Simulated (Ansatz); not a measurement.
**H7OPSi2 (SMILES OP[SiH2][SiH3]): density, localisation and related maps**

```xyz
11

O     1.4161    2.2332   -1.3345
P    -0.0819    1.5332   -0.9753
Si    0.6447   -0.4319   -0.0781
Si   -1.1721   -1.4740    0.9869
H     1.3744    2.5602   -2.2436
H    -0.2983    2.1209    0.3163
H     1.7706   -0.2151    0.8842
H     1.1390   -1.2912   -1.1983
H    -2.2663   -1.7272    0.0000
H    -1.7027   -0.5888    2.0697
H    -0.7579   -2.7763    1.5931
```

Level of theory: RKS r2SCAN-D4/def2-SVP in Ansatz 0.2.0.

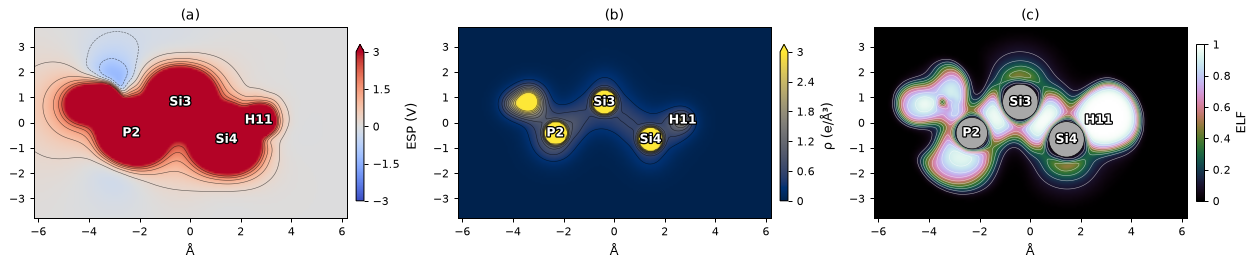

Figure 1. (a) molecular electrostatic potential; (b) total electron density; (c) electron localisation function on the plane of atoms P2, Si3 and Si4. Grey discs cover the atomic cores in the ELF map.

What do the fields say about this system?

Answer.
- The plane passes through P, Si and H nuclei.
- Si–P (2.28 Å): ρ is about 0.71 e/Å³ halfway, with its minimum of 0.62 e/Å³ about 0.8 Å from Si; the ELF peaks at about 0.95 between the atoms; localised, covalent bonding.
- Si–Si (2.35 Å): ρ is about 0.62 e/Å³ halfway; the ELF peaks at about 1 between the atoms (a covalent bond).
- Si–H (1.50 Å): ρ at the midpoint is about 0.75 e/Å³; the ELF climbs to about 1 towards the hydrogen, as it does in any bond to H.
- The ELF also peaks beside P2 and O1, away from the bonds: lone-pair regions.
- Outside the dense part of the molecule the potential is most negative (−1.3 V) near O1, which lies off the plane.

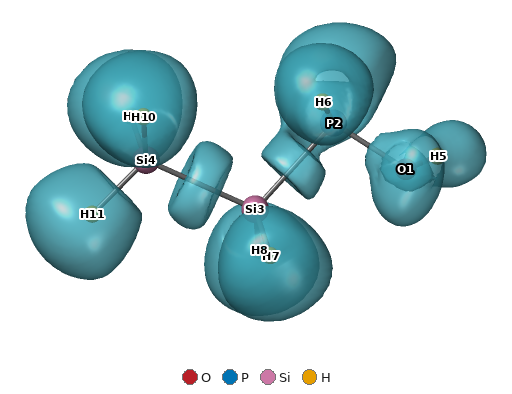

Figure 2. Isosurface of the electron localisation function at 0.75 (cyan), seen at a tilt. Core shells and regions of very low density are left out.

Describe the localisation domains.

Answer. At this value the surface marks out one region between bonded Si–Si atoms (shared pairs), five regions around hydrogen nuclei, one joined region spread over several atoms (H, O), in which their bonds and any lone pairs are merged and one joined region spread over several atoms (H, P), in which their bonds and any lone pairs are merged.


P–O (1.69 Å): the ELF peaks at about 0.85 between the atoms (a shared but strongly polarised pair).

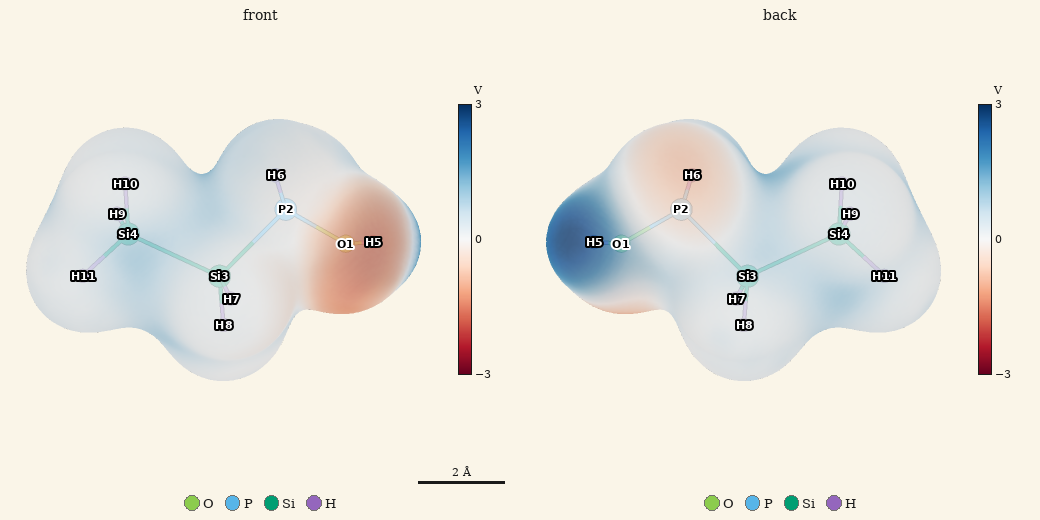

Figure 3. The electrostatic potential painted on the density surface at 0.002 e/bohr³, seen from the front and from behind; the colour scale runs from red (negative) to blue (positive).

Describe the electrostatic potential map.

Answer. The most negative region (about −1.4 V) lies over O1, the most positive (about +2.6 V) over H5. O1 is the likeliest acceptor of a hydrogen bond.

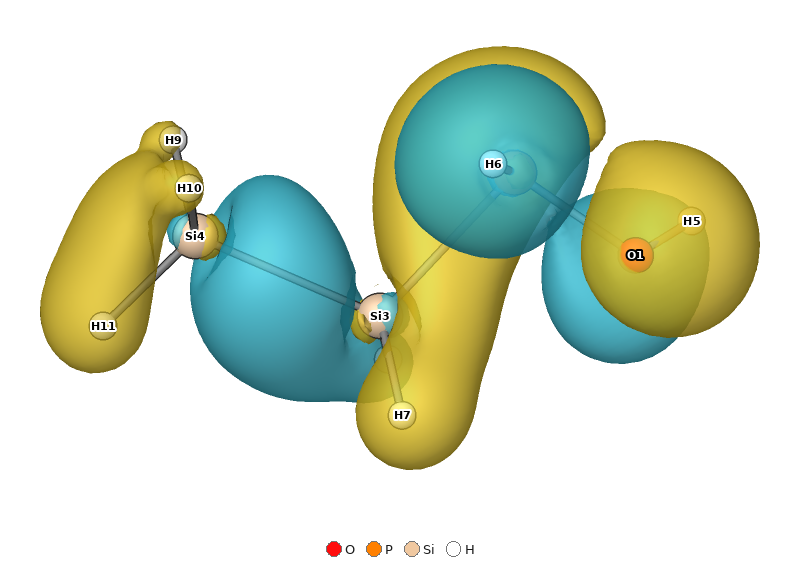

Figure 4. The HOMO−1 at ±0.06 Å⁻³ᐟ² (yellow and cyan are the two phases), seen at a tilt.

Describe this orbital and give its energy.

Answer. By Hirshfeld shares it lies mainly on O1 (about 40 %), P2 (about 20 %), Si3 (about 10 %), H6 (about 10 %) and Si4 (about 10 %). Its energy is −7.00 eV.
